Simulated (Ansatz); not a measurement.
**FHSi···HF: density, localisation and related maps**

Input

```
crystal:
  periodic: [false, false, false]
  atoms:
    - { symbol: Si, position_ang: [0.0, 0.0, 0.0] }
    - { symbol: F, position_ang: [0.9996, 0.0, 1.4848] }
    - { symbol: H, position_ang: [1.6189, 0.0, 0.3673] }
    - { symbol: F, position_ang: [-0.7489, 1.2974, -0.5295] }
    - { symbol: H, position_ang: [-0.6877, -1.1914, -0.4862] }
basis:
  gaussian: { orbitals: def2-SVP }
hamiltonian:
  xc: b3lyp
  dispersion: d4
relax:
  f_tol: 0.15
  max_steps: 25
  restrain:
    - { distance: [1, 2], at: 0.92, k: 30.0 }
    - { distance: [0, 1], at: 2.79, k: 30.0 }
    - { distance: [0, 2], at: 2.66, k: 30.0 }
output:
  orbitals: {}
```

Command:

```sh
ansatz run input.yaml --threads 1 --pin off --max-ram 2048MiB --backend cpu --events-out ev --progress --plain --runs-dir out
```

The fields are those of the run's last geometry, not of the input's.

Method: RKS B3LYP-D4/def2-SVP in Ansatz 0.2.0.

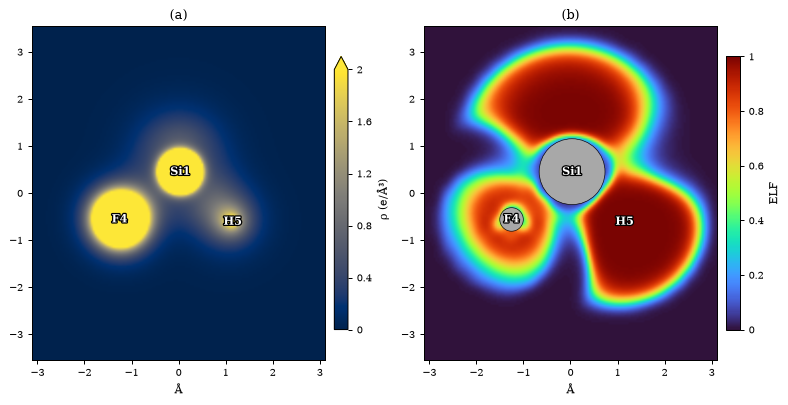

Figure 1. (a) total electron density; (b) ELF on the plane of atoms F4, Si1 and H5. Grey discs cover the atomic cores in the ELF map.

> What do the fields say about this system?

The plane passes through Si, F and H nuclei.
Si–F (1.64 Å): ρ at the midpoint is about 0.96 e/Å³; the ELF peaks at about 0.85 in the valence shell of F, 0.6 Å from its nucleus, and is about 0.40 at the midpoint.
Si–H (1.54 Å): the density is about 0.74 e/Å³ at the midpoint; the ELF climbs to about 1 towards the hydrogen, as it does in any bond to H.
The ELF also peaks beside F4 and Si1, away from the bonds: lone-pair regions.

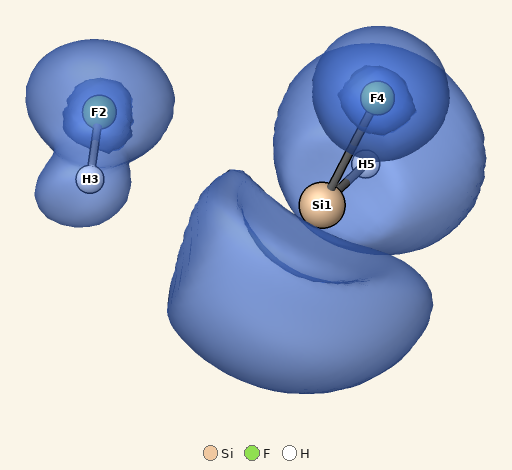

Figure 2. Isosurface of the ELF at 0.75 (blue), seen from one side. Only the valence region is drawn (cores and ρ < 0.01 e/Å³ removed).

> Where are the electrons localised?

At this value the surface marks out one region around a hydrogen nucleus, one lobe on Si, pointing away from the bonds (lone pairs), one region wrapped around F (its lone pairs, merged into a ring or cap) and one joined region spread over several atoms (F, H), in which their bonds and any lone pairs are merged.


Si1···F2 (2.78 Å): the ELF dips to about 0.10 between them.

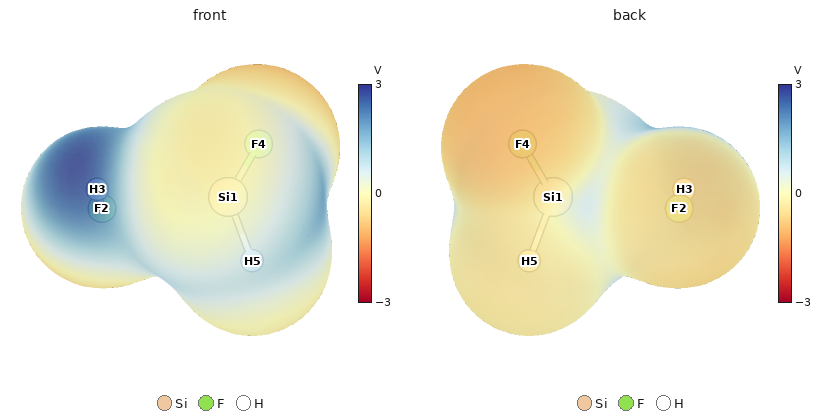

Figure 3. The molecular electrostatic potential painted on the density surface at 0.001 e/bohr³, seen from the front and from behind; the colour scale runs from red (negative) to blue (positive).

> Which sites attract a positive test charge, and which a negative one?

A positive charge is drawn to the negative regions and a negative charge to the positive ones. The most negative region (about −1.0 V) lies over F4, the most positive (about +2.7 V) over H3.

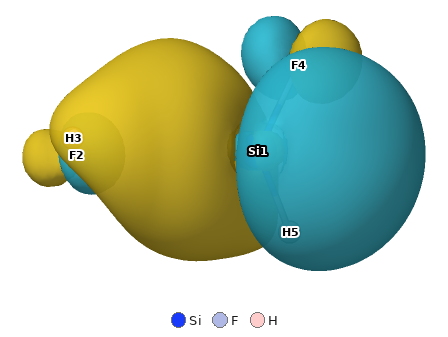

Figure 4. The LUMO at ±0.08 Å⁻³ᐟ² (yellow and cyan are the two phases), seen across its widest extent.

> What is the character of this orbital?

Its weight (Hirshfeld) is mainly on Si1 (about 75 %), F4 (about 10 %) and F2 (about 5 %). Its energy is −2.44 eV.
